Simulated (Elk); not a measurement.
Convergence study of the basis cutoff for Sb (R-3m, 2 atoms in the cell)

```xyz
2
Lattice="3.9771 -2.1658 0.0000 3.9771 2.1658 0.0000 2.7977 0.0000 3.5610" Properties=species:S:1:pos:R:3 pbc="T T T"
Sb     2.5581     0.0000     0.8472
Sb     8.2414     0.0000     2.7295
```

Computed with PBEsol, all-electron FP-LAPW, Elk's shipped species files, default APW+lo basis (Elk).

Base settings: xctype = 22; rgkmax = 7; stype = 3; swidth = 0.00367493 Ha; ngridk = 3 3 3.

The second cell is the first with its lattice scaled by 0.98.

The mesh stays at the base's, so the ladder's end is converged at best in this setting alone.

Only quantities that move along the ladder and can be compared are tabulated; the gap is left out on so coarse a mesh.

The starting cell has typed, rounded lattice constants, without a prior relaxation at this level. Its lattice was rescaled by up to half a per cent. One atom was moved a little off its site on purpose. Values depend on the basis (sphere radii, cutoffs, local orbitals), which need not be converged.

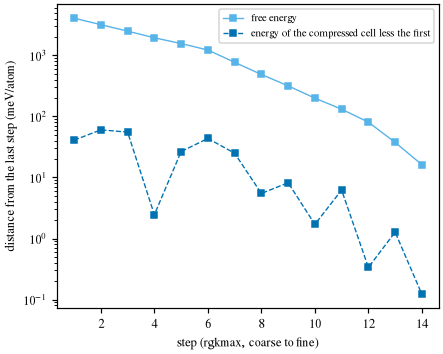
Figure. Distance from the last step along the ladder; very small values are drawn at a floor.

```csv
rgkmax,free energy less the last step's (meV/atom),energy of the compressed cell less the first (meV/atom)
4.14,4090.56,-24.36
4.43,3190.50,-43.67
4.7,2506.83,72.13
4.95,1947.40,19.06
5.19,1567.86,-9.97
5.42,1227.29,60.27
5.86,772.46,41.60
6.26,488.49,22.08
6.64,317.47,24.81
7,199.86,18.31
7.34,131.46,10.38
7.67,80.70,16.27
8.13,37.63,17.87
8.57,16.23,16.48
9.26,0.00,16.60
```

Coarsest rgkmax that holds the free energy within 5 meV/atom: not settled: the last two steps still differ by 16 meV/atom, over half the tolerance, so the ladder does not show it.

Coarsest rgkmax that holds the energy of the compressed cell less the first within 2 meV/atom of the last step, with all finer ones: 7.67; the step before is off by 6.2 meV/atom.
